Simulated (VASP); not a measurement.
```
TaC
1.0
    0.00000     2.22380     2.22380
    2.22380     0.00000     2.22380
    2.22380     2.22380     0.00000
Ta C
1 1
Direct
  0.00000   0.00000   0.00000
  0.50000   0.50000   0.50000
```

The numbers are results of PBE GGA with D3 dispersion (Becke-Johnson damping), VASP's PBE PAW potentials (set 64) (plane waves; VASP), not measurements. Run with 520 eV cut-off, 16×16×16 Γ-centred mesh, tetrahedra with Blöchl corrections, potentials Ta_pv C.

Unless said otherwise, spin-orbit coupling is left out, though it shifts the bands of the heavy elements here.

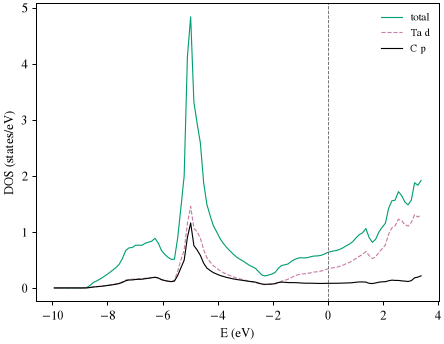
Figure. Total and projected density of states, zero at the Fermi level

Within 2 eV below the Fermi level the largest weight inside VASP's projection spheres is Ta d, then C p.

It has no gap at this level: it comes out as a metal or semimetal.

The compound is TaC in the rock salt structure. It was relaxed first. The electron count is odd and the run is not spin-polarised, which forces a metal.
